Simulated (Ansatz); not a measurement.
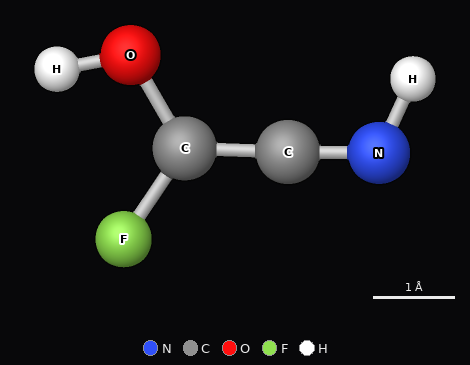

*The input geometry (ball-and-stick view, seen on its broad side).*

## Geometry relaxation, with input and output: C2H2FNO (part 1 of 2)

C2H2FNO, computed with RKS r2SCAN-D4/def2-SVP (Ansatz 0.2.0).

It belongs to a series of runs on one base structure; here: end point A relaxed.

**Input**
```yaml
crystal:
  periodic: [false, false, false]
  atoms:
    - { symbol: "N", position_ang: [-0.8976, 0.8512, 1.4864] }
    - { symbol: C, position_ang: [-0.3003, 0.5073, 0.5753] }
    - { symbol: C, position_ang: [0.3838, 0.0739, -0.4314] }
    - { symbol: O, position_ang: [0.2716, -1.1989, -0.8556] }
    - { symbol: F, position_ang: [1.3496, 0.8313, -1.0341] }
    - { symbol: H, position_ang: [-1.5992, 0.1881, 1.7959] }
    - { symbol: H, position_ang: [0.8533, -1.3209, -1.5821] }
basis:
  gaussian: { orbitals: def2-SVP }
hamiltonian:
  xc: r2scan
  dispersion: d4
relax:
  f_tol: 0.015
  max_steps: 40
output:
  orbitals: {}
```

Run on 2 threads of Arm Neoverse V1, 24 GiB of memory available, shared host.

Run as:
```bash
ansatz run input.yaml --threads 2 --pin off --max-ram 3072MiB --backend cpu --events-out ev --progress --plain --runs-dir out
```

**Log**
```
The last accepted step is kept in [file] (removed where the run ends without a failure and the disk answers)
Engine: ansatz 0.2.0, aarch64-unknown-linux-gnu
Functional definition: r2SCAN
  parameter k0 = 0.174
  parameter k1 = 0.065
  parameter a1 = 4.9479
  exchange = r2scan_x(k0 = k0, k1 = k1, a1 = a1)
  correlation = r2scan_c
895 factors; their error is unknown
mean field evaluation 1: about -8338.8346 eV, gradient 5.7e1 eV
mean field evaluation 2: about -8328.8516 eV, gradient 8.8e1 eV
mean field evaluation 4: about -8345.0603 eV, gradient 6.9e0 eV
mean field evaluation 8: about -8345.1601 eV, gradient 5.8e-2 eV
mean field evaluation 16: about -8345.1181 eV, gradient 6.5e-5 eV
mean field -8345.11810974 eV, -306.6774340086 hartree, gradient 6.5e-5 eV, S^2 0.000000; 1 other end points of the search recorded, 0 dependent functions left out
the calculation of the forces begins
reference -8345.11811554 eV, -306.6774342218 hartree; 19, 19 occupied and 61, 61 virtual orbitals, 895 factors
relax step   1: F+E_penalty+E_count = -8345.14418027 eV  Δ(F+E_penalty+E_count) = +0.000e0 eV  max|allowed force component| = 7.831e0 eV/Å  Δτ_max = 0.0000 Å  (42 SCF iters, accepted)
these checks for a lower state are left out or cut short: starts, cluster_reference, orbital_swaps, neighbouring_geometries, increment
895 factors; their error is unknown
mean field -8346.22253391 eV, -306.7180208483 hartree, gradient 1.3e-5 eV, S^2 0.000000; 0 other end points of the search recorded, 0 dependent functions left out
[... from here on the field's lines of each further geometry are left out, up to the last ...]
relax step   2: F+E_penalty+E_count = -8346.24832180 eV  Δ(F+E_penalty+E_count) = -1.104e0 eV  max|allowed force component| = 2.063e0 eV/Å  Δτ_max = 0.1942 Å  (36 SCF iters, accepted)
relax step   3: F+E_penalty+E_count = -8346.70461894 eV  Δ(F+E_penalty+E_count) = -4.563e-1 eV  max|allowed force component| = 2.387e0 eV/Å  Δτ_max = 0.1966 Å  (37 SCF iters, accepted)
relax step   4: F+E_penalty+E_count = -8347.15293981 eV  Δ(F+E_penalty+E_count) = -4.483e-1 eV  max|allowed force component| = 1.816e0 eV/Å  Δτ_max = 0.1973 Å  (36 SCF iters, accepted)
relax step   5: F+E_penalty+E_count = -8347.25379601 eV  Δ(F+E_penalty+E_count) = -1.009e-1 eV  max|allowed force component| = 6.169e-1 eV/Å  Δτ_max = 0.1382 Å  (31 SCF iters, accepted)
relax step   6: F+E_penalty+E_count = -8347.29201942 eV  Δ(F+E_penalty+E_count) = -3.822e-2 eV  max|allowed force component| = 4.236e-1 eV/Å  Δτ_max = 0.0860 Å  (30 SCF iters, accepted)
relax step   7: F+E_penalty+E_count = -8347.31262287 eV  Δ(F+E_penalty+E_count) = -2.060e-2 eV  max|allowed force component| = 3.551e-1 eV/Å  Δτ_max = 0.0332 Å  (29 SCF iters, accepted)
relax step   8: F+E_penalty+E_count = -8347.32205443 eV  Δ(F+E_penalty+E_count) = -9.432e-3 eV  max|allowed force component| = 2.108e-1 eV/Å  Δτ_max = 0.0258 Å  (30 SCF iters, accepted)
relax step   9: F+E_penalty+E_count = -8347.33130438 eV  Δ(F+E_penalty+E_count) = -9.250e-3 eV  max|allowed force component| = 7.156e-1 eV/Å  Δτ_max = 0.0776 Å  (30 SCF iters, accepted)
relax step  10: F+E_penalty+E_count = -8347.33306129 eV  Δ(F+E_penalty+E_count) = -1.757e-3 eV  max|allowed force component| = 9.502e-1 eV/Å  Δτ_max = 0.0232 Å  (31 SCF iters, accepted)
relax step  11: F+E_penalty+E_count = -8347.35190760 eV  Δ(F+E_penalty+E_count) = -1.885e-2 eV  max|allowed force component| = 3.794e-1 eV/Å  Δτ_max = 0.0661 Å  (30 SCF iters, accepted)
relax step  12: F+E_penalty+E_count = -8347.38074784 eV  Δ(F+E_penalty+E_count) = -2.884e-2 eV  max|allowed force component| = 2.442e-1 eV/Å  Δτ_max = 0.0971 Å  (30 SCF iters, accepted)
relax step  13: F+E_penalty+E_count = -8347.29846832 eV  Δ(F+E_penalty+E_count) = +8.228e-2 eV  max|allowed force component| = 2.866e0 eV/Å  Δτ_max = 0.1949 Å  (38 SCF iters, rejected (line search))
relax step  14: F+E_penalty+E_count = -8347.40620615 eV  Δ(F+E_penalty+E_count) = -2.546e-2 eV  max|allowed force component| = 1.150e-1 eV/Å  Δτ_max = 0.0974 Å  (30 SCF iters, accepted)
relax step  15: F+E_penalty+E_count = -8347.41321308 eV  Δ(F+E_penalty+E_count) = -7.007e-3 eV  max|allowed force component| = 7.904e-1 eV/Å  Δτ_max = 0.0989 Å  (31 SCF iters, accepted)
relax step  16: F+E_penalty+E_count = -8347.40494436 eV  Δ(F+E_penalty+E_count) = +8.269e-3 eV  max|allowed force component| = 8.772e-1 eV/Å  Δτ_max = 0.0827 Å  (30 SCF iters, rejected (line search))
relax step  17: F+E_penalty+E_count = -8347.42696308 eV  Δ(F+E_penalty+E_count) = -1.375e-2 eV  max|allowed force component| = 2.847e-1 eV/Å  Δτ_max = 0.0403 Å  (31 SCF iters, accepted)
relax step  18: F+E_penalty+E_count = -8347.42107811 eV  Δ(F+E_penalty+E_count) = +5.885e-3 eV  max|allowed force component| = 5.772e-1 eV/Å  Δτ_max = 0.0704 Å  (31 SCF iters, rejected (line search))
relax step  19: F+E_penalty+E_count = -8347.43125318 eV  Δ(F+E_penalty+E_count) = -4.290e-3 eV  max|allowed force component| = 1.048e-1 eV/Å  Δτ_max = 0.0343 Å  (31 SCF iters, accepted)
relax step  20: F+E_penalty+E_count = -8347.43300106 eV  Δ(F+E_penalty+E_count) = -1.748e-3 eV  max|allowed force component| = 3.194e-2 eV/Å  Δτ_max = 0.0371 Å  (31 SCF iters, accepted)
relax step  21: F+E_penalty+E_count = -8347.43329318 eV  Δ(F+E_penalty+E_count) = -2.921e-4 eV  max|allowed force component| = 4.287e-2 eV/Å  Δτ_max = 0.0236 Å  (31 SCF iters, accepted)
relax step  22: F+E_penalty+E_count = -8347.43337402 eV  Δ(F+E_penalty+E_count) = -8.083e-5 eV  max|allowed force component| = 1.648e-2 eV/Å  Δτ_max = 0.0050 Å  (33 SCF iters, accepted)
the calculation of the forces begins
reference -8347.40759358 eV, -306.7615709880 hartree; 19, 19 occupied and 61, 61 virtual orbitals, 895 factors
relax step  23: F+E_penalty+E_count = -8347.43339100 eV  Δ(F+E_penalty+E_count) = -1.698e-5 eV  max|allowed force component| = 9.197e-3 eV/Å  Δτ_max = 0.0023 Å  (34 SCF iters, accepted)
895 factors; their error is unknown
mean field evaluation 192: about -8347.4076 eV, gradient 3.4e-2 eV
```

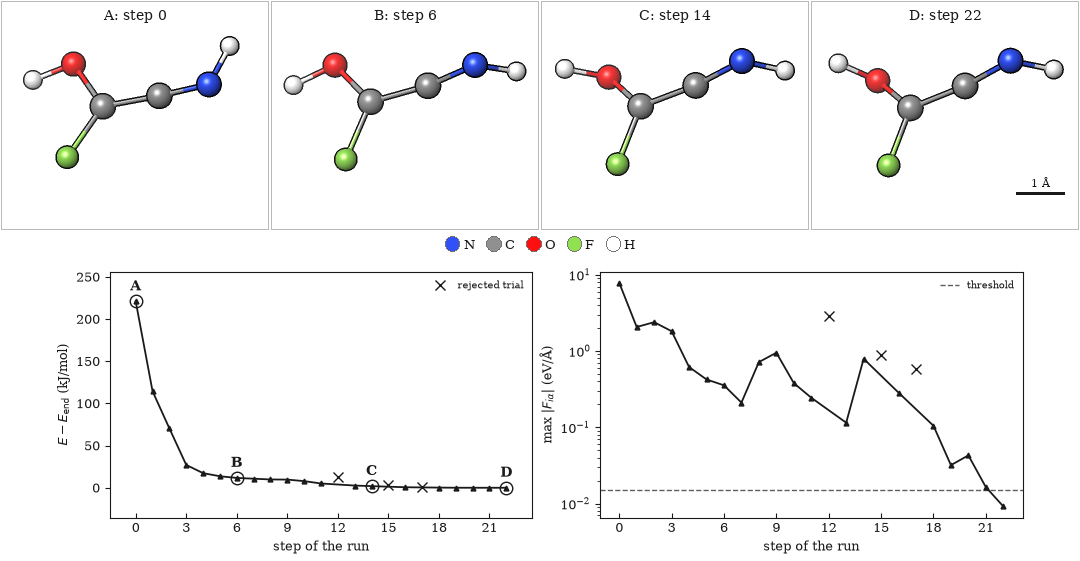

*Frames of the relaxation (ball-and-stick view, seen at a tilt) above the curves, on which the letters mark them (the first geometry is step 0 here and step 1 in the log).*

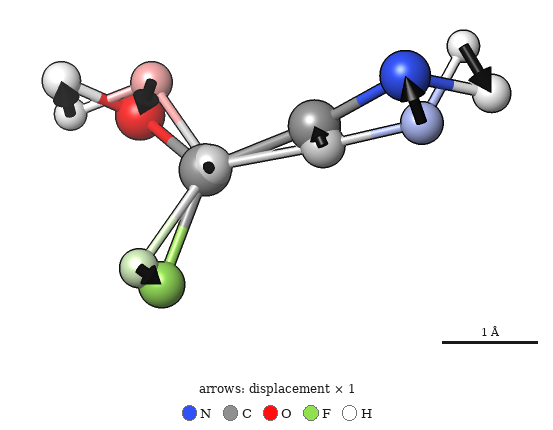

*Start (faint) and end (solid) with the displacements as black arrows, at true length (ball-and-stick view, seen at a tilt). The two geometries are laid on each other by the best rigid fit.*

After 22 geometry steps the energy has fallen by 220.9 kJ/mol. The largest force component goes from 7.8 to 0.0092 eV/Å. The line search rejected the trial steps at points 12, 15, 17 (counted from 0) and went back. H6 moves most after the best rigid fit: 0.59 Å. Largest moves by element: H 0.59 Å, N 0.54 Å, O 0.46 Å, F 0.31 Å, C 0.23 Å. Among the contacts that change: N1–C2 1.142 → 1.235 Å, O4–H7 0.939 → 0.970 Å, C2–C3 1.292 → 1.324 Å, N1–H6 1.014 → 1.031 Å. Among the angles that change: N1–C2–C3 177.7° → 170.3°, C2–C3–O4 121.2° → 123.8°. (Atoms are counted from 1 in the order of the input.)

```
mean field -8347.40758743 eV, -306.7615707618 hartree, gradient 2.4e-5 eV, S^2 0.000000; 1 other end points of the search recorded, 0 dependent functions left out
the calculation of the forces begins
reference -8347.40759358 eV, -306.7615709880 hartree; 19, 19 occupied and 61, 61 virtual orbitals, 895 factors
Total energy: -8347.43339716 eV, -306.7625192519 hartree
Atom 0 at    -0.725965     0.449935     1.731474 Å, force     0.001364     0.003703     0.009197 eV/Å
Atom 1 at    -0.294420     0.289699     0.585085 Å, force    -0.004406     0.000686    -0.004275 eV/Å
Atom 2 at     0.358879     0.056453    -0.542189 Å, force     0.005853     0.002005    -0.008806 eV/Å
Atom 3 at     0.296671    -1.106449    -1.217874 Å, force    -0.008998     0.003921     0.000731 eV/Å
Atom 4 at     0.983277     1.062730    -1.190701 Å, force    -0.000669    -0.004965     0.003930 eV/Å
Atom 5 at    -1.719983     0.721873     1.765483 Å, force     0.000258    -0.003827    -0.002239 eV/Å
Atom 6 at     1.162741    -1.542241    -1.176878 Å, force     0.006599    -0.001524     0.001462 eV/Å
Dipole moment:    -0.048555    -0.190074    -0.011204 e Å
```

**Trajectory as extended XYZ (Å, eV, eV/Å), 23 frames, from step=1 to step=23**
```
7
Properties=species:S:1:pos:R:3:forces:R:3 step=1 energy=-8345.14418
N    -0.8976    0.8512    1.4864   -4.8126   1.0703   7.8311
C    -0.3003    0.5073    0.5753    4.2978  -1.2734  -5.8518
C     0.3838    0.0739   -0.4314    1.8610   0.1809  -2.0780
O     0.2716   -1.1989   -0.8556   -0.7701  -0.9515   0.7983
F     1.3496    0.8313   -1.0341   -0.4538  -0.0007  -0.1983
H    -1.5992    0.1881    1.7959   -1.1637   1.1785   0.6300
H     0.8533   -1.3209   -1.5821    1.0414  -0.2042  -1.1313
7
Properties=species:S:1:pos:R:3:forces:R:3 step=2 energy=-8346.24832
N    -0.8455    0.7994    1.6263   -0.5459  -2.0629   1.7432
C    -0.2567    0.4782    0.6030    0.0899   0.3588  -0.3372
C     0.3936    0.0710   -0.4723    0.6910   0.0800  -0.3166
O     0.3210   -1.2280   -0.8645    0.1099   0.0770   0.3268
F     1.3130    0.8544   -1.1044   -0.9662  -0.2274  -0.4381
H    -1.7605    0.2958    1.7861    0.0124   1.9259  -0.6424
H     0.8964   -1.3389   -1.6199    0.6090  -0.1514  -0.3356
7
Properties=species:S:1:pos:R:3:forces:R:3 step=3 energy=-8346.70462
N    -0.7728    0.6982    1.7375   -1.8283  -2.0764  -0.8694
C    -0.2211    0.4304    0.6425   -0.4662   0.5529   0.7557
C     0.3882    0.0638   -0.4860    0.3500  -0.0497   0.6278
O     0.3674   -1.2479   -0.8602    0.2534   0.5508  -0.0561
F     1.2406    0.8857   -1.1615   -1.0227  -0.5005  -0.1125
H    -1.8731    0.4415    1.7173    2.3867   1.6132  -0.2215
H     0.9320   -1.3396   -1.6352    0.3270  -0.0902  -0.1241
7
Properties=species:S:1:pos:R:3:forces:R:3 step=4 energy=-8347.15294
N    -0.7809    0.5734    1.7614   -1.6571  -0.2803   0.0121
C    -0.2175    0.3633    0.6795   -0.0818   0.1535  -0.3235
C     0.4119    0.0276   -0.4390    0.2523   0.0260   0.0857
O     0.4149   -1.2623   -0.8710    0.0999   0.3904  -0.0423
F     1.1255    0.9142   -1.1920   -0.6542  -0.5896   0.3418
H    -1.8648    0.6330    1.6709    1.8162   0.2924   0.0428
H     0.9721   -1.3173   -1.6554    0.2247   0.0075  -0.1166
7
Properties=species:S:1:pos:R:3:forces:R:3 step=5 energy=-8347.25380
N    -0.8084    0.4923    1.7643   -0.6169   0.5060   0.5004
C    -0.2401    0.3213    0.6849   -0.0418  -0.0261  -0.5856
C     0.4054    0.0050   -0.4245    0.2933  -0.0198  -0.2335
O     0.4452   -1.2709   -0.8859   -0.0375   0.2116  -0.0627
F     1.0617    0.9193   -1.1914   -0.3176  -0.4665   0.4595
H    -1.8190    0.7634    1.6698    0.6033  -0.2712   0.0138
H     1.0165   -1.2983   -1.6627    0.1172   0.0659  -0.0919
7
Properties=species:S:1:pos:R:3:forces:R:3 step=6 energy=-8347.29202
N    -0.7875    0.5275    1.7618   -0.1535   0.0970   0.1610
C    -0.3112    0.3288    0.6371    0.0798  -0.1398  -0.2877
C     0.3760   -0.0069   -0.4425    0.2909  -0.0194   0.2477
O     0.4347   -1.2683   -0.9157    0.1092  -0.1554  -0.4236
F     1.0746    0.8975   -1.1548   -0.1491   0.0178  -0.0522
H    -1.7950    0.7536    1.7217   -0.0080   0.0839   0.0717
H     1.0695   -1.3001   -1.6532   -0.1692   0.1160   0.2832
```
